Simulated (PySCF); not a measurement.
The calculation's input:

```
{"job": {"kind": "uv", "xc": "B3LYP", "basis": "def2-SVPD", "nstates": 8, "ntriplets": 3}, "charge": 0, "multiplicity": 1}
F      2.894471     1.631798     0.731328
C      2.159905     0.483871     0.676356
Cl     2.774861    -0.501048    -0.680120
Si     0.296442     0.883214     0.349481
C     -0.609692    -0.784678     0.522159
C     -1.962974    -0.742526    -0.157003
Cl    -2.829588     0.737635     0.324729
H      2.386144    -0.069661     1.591665
H      0.217917     1.406734    -1.011379
H     -0.090951     1.857997     1.368047
H     -0.746338    -1.018525     1.579028
H     -0.031993    -1.601070     0.086477
H     -1.861939    -0.698260    -1.240656
H     -2.596944    -1.585954     0.117746
```

Command:

```sh
OMP_NUM_THREADS=1 python probes_run.py task.json out
```

Geometry: GFN2-xTB.

All numbers below come from B3LYP/def2-SVPD, SCF density, gas phase (PySCF).

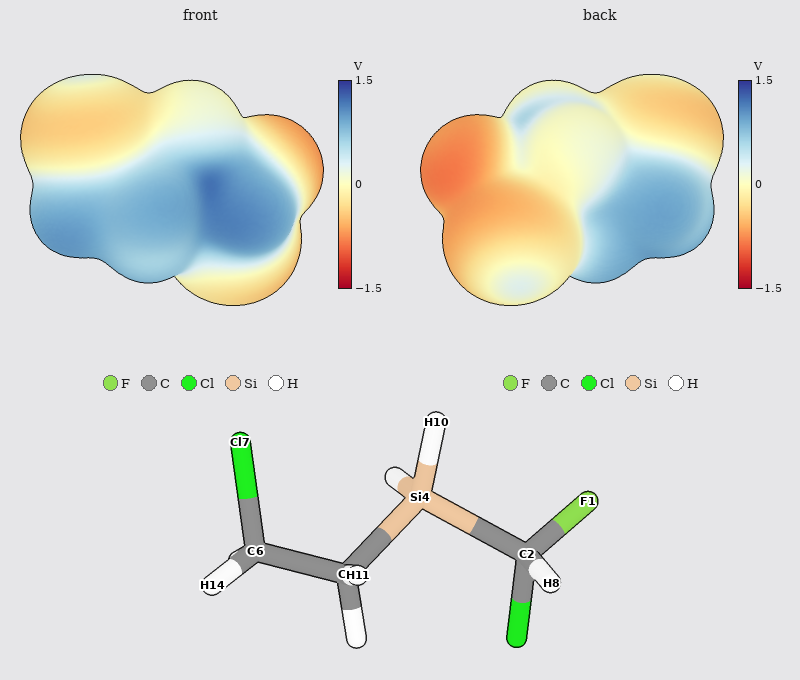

C3H7Cl2FSi. The molecular electrostatic potential painted on the density surface at 0.001 e/bohr³, seen from the front and from behind; red is negative and blue positive. The bare structure is drawn below in the same view.

### Describe the electrostatic potential map.

The most negative region (about −0.8 V) lies over F1, the most positive (about +1.2 V) over Si4 and H8. Cl3 shows a σ-hole: about +0.3 V at the tip opposite its bond, against about −0.2 V on its flanks. Cl7 shows a σ-hole: about +0.2 V at the tip opposite its bond, against about −0.3 V on its flanks.

### What dipole moment does the calculation give?

Its dipole moment is 2.66 D.
